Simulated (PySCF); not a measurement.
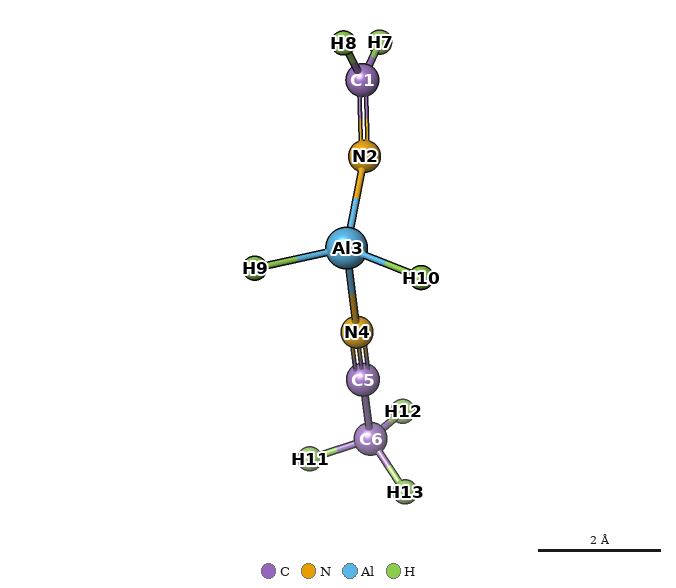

Orthographic view. Distant atoms are faded towards the background colour. Computed geometry: PBE0-D3(BJ)/def2-SVP optimisation. No frequency run is at hand to confirm it as a minimum.

Write a Z-matrix (Å, degrees) in the order of the atom numbers, with these reference atoms: 2 to 1; 3 to 2, 1; 4 to 3, 2, 1; 5 to 4, 2, 3; 6 to 5, 2, 1; 7 to 1, 2, 3; 8 to 1, 7, 2; 9 to 3, 2, 1; 10 to 3, 9, 4; 11 to 6, 5, 9; 12 to 6, 11, 5; 13 to 6, 11, 12.

```
C  
N    1   1.252
Al   2   1.820   1   144.0
N    3   2.046   2    98.7   1   170.3
C    4   1.151   2   142.3   3  -179.9
C    5   1.445   2   152.3   1    17.7
H    1   1.115   2   122.1   3   179.9
H    1   1.117   7   112.9   2   180.0
H    3   1.603   2   118.0   1    66.4
H    3   1.600   9   120.1   4  -104.7
H    6   1.099   5   109.8   9    18.2
H    6   1.099  11   109.2   5  -120.2
H    6   1.099  11   109.2  12  -119.3
```
